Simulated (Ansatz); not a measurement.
```yaml
crystal:
  lattice:
    - [5.75626, 0.00000, 0.00000]
    - [0.00000, 5.82908, 0.00000]
    - [0.00000, 0.00000, 8.53320]
  atoms:
    - { symbol: Zn, position: [0.00000, 0.25000, 0.14357] }
    - { symbol: Zn, position: [0.50000, 0.75000, 0.64357] }
    - { symbol: Zn, position: [0.50000, 0.25000, 0.35643] }
    - { symbol: Zn, position: [0.00000, 0.75000, 0.85643] }
    - { symbol: Zn, position: [0.25000, 0.25000, 0.75000] }
    - { symbol: Zn, position: [0.75000, 0.75000, 0.25000] }
    - { symbol: Zn, position: [0.25000, 0.75000, 0.25000] }
    - { symbol: Zn, position: [0.75000, 0.25000, 0.75000] }
    - { symbol: Ni, position: [0.50000, 0.00000, 0.00000] }
    - { symbol: Ni, position: [0.00000, 0.50000, 0.50000] }
    - { symbol: Ni, position: [0.00000, 0.00000, 0.50000] }
    - { symbol: Ni, position: [0.50000, 0.50000, 0.00000] }
    - { symbol: O, position: [0.27965, 0.25000, 0.00130] }
    - { symbol: O, position: [0.77965, 0.75000, 0.50130] }
    - { symbol: O, position: [0.00000, 0.51333, 0.28009] }
    - { symbol: O, position: [0.50000, 0.01333, 0.78009] }
    - { symbol: O, position: [0.72035, 0.25000, 0.00130] }
    - { symbol: O, position: [0.22035, 0.75000, 0.50130] }
    - { symbol: O, position: [0.00000, 0.98667, 0.28009] }
    - { symbol: O, position: [0.50000, 0.48667, 0.78009] }
    - { symbol: O, position: [0.00000, 0.01333, 0.71991] }
    - { symbol: O, position: [0.50000, 0.51333, 0.21991] }
    - { symbol: O, position: [0.00000, 0.48667, 0.71991] }
    - { symbol: O, position: [0.50000, 0.98667, 0.21991] }
    - { symbol: O, position: [0.22035, 0.25000, 0.49870] }
    - { symbol: O, position: [0.72035, 0.75000, 0.99870] }
    - { symbol: O, position: [0.77965, 0.25000, 0.49870] }
    - { symbol: O, position: [0.27965, 0.75000, 0.99870] }
```

Space group Imma; a generated structure, not necessarily the stable one; changed on purpose from its base cell (volume × 0.97, shape and atoms relaxed); computed pressure about 5 GPa in this cell; computed without spin polarisation.

Method: DFT PBE, scalar-relativistic, plane waves, PAW in Ansatz.

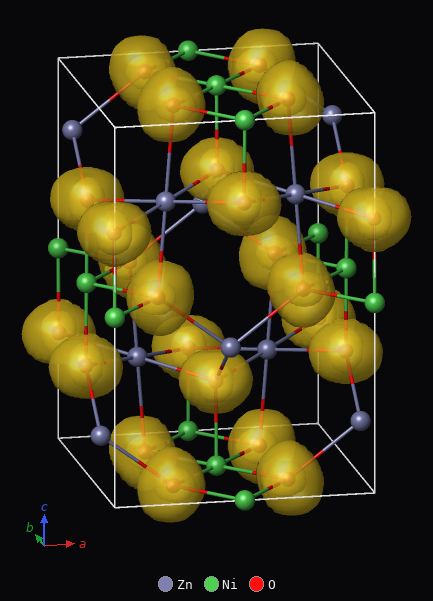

Zn$_{2}$NiO$_{4}$. Isosurface of the electron localisation function at 0.75 (yellow), seen slightly off an axis. Only the valence region is drawn (cores and ρ < 0.01 e/Å³ removed). Sticks mark near contacts.

**Identify the bonds, lone pairs and shells in this picture.**

The surface consists of 16 regions wrapped around O (the valence shell of each), counted in one cell of 28 atoms. Regions shared between cells count once. Along the contacts the grid gives the following. Ni–O (1.88 Å): the ELF peaks at about 0.80 in the valence shell of O, 0.6 Å from its nucleus, and is about 0.30 at the midpoint; no shared electron pair shows on this line. Zn–O (1.93 Å): the ELF peaks at about 0.85 in the valence shell of O, 0.6 Å from its nucleus, and is about 0.25 at the midpoint; no shared electron pair shows on this line.
